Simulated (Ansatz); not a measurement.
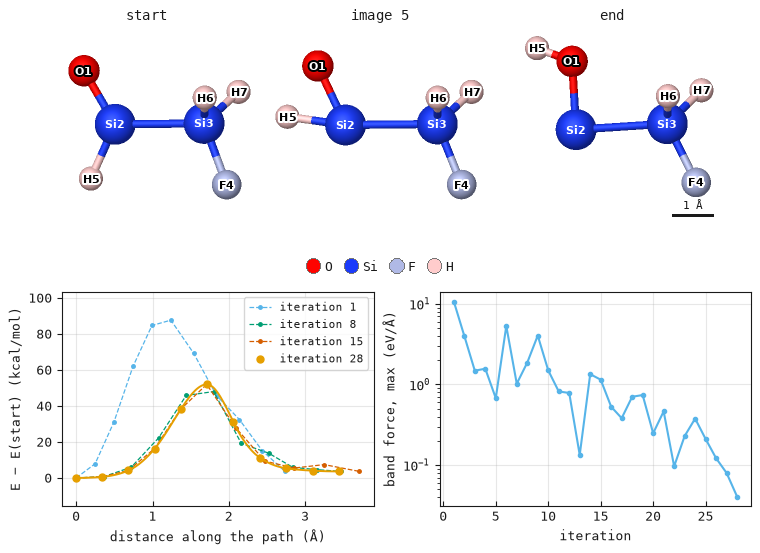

NEB run on Si2H3OF. Images are numbered from 0 (start) to 10 (end). The plot follows the band through its iterations. A ball-and-stick model, seen at a tilt.

Level of theory: RKS PBE-D4/6-31G* in Ansatz 0.2.0. Settings: 9 movable images; climbing image; force threshold 0.05 eV/Å; iteration limit 60; starting path through a guess of the saddle point.

Q: How did the profile develop, and is the result final?

A: The result is final at these settings. The band converged in 28 iterations. The largest component of the band force went from 11 to 0.041 eV/Å. The climbing image converged on the top of the path. Its vibrational analysis gives one imaginary mode (1353i cm⁻¹), as a transition state must have. The first iteration put the highest image at 87.6 kcal/mol. The highest point, image 5, lies 52.0 kcal/mol above the start and 48.4 kcal/mol above the end; the end is at +3.6 kcal/mol relative to the start.

Cost: 4 min on 1 thread of Intel(R) Xeon(R) 6975P-C (Granite Rapids), on a shared host, peak memory 0.16 GiB.
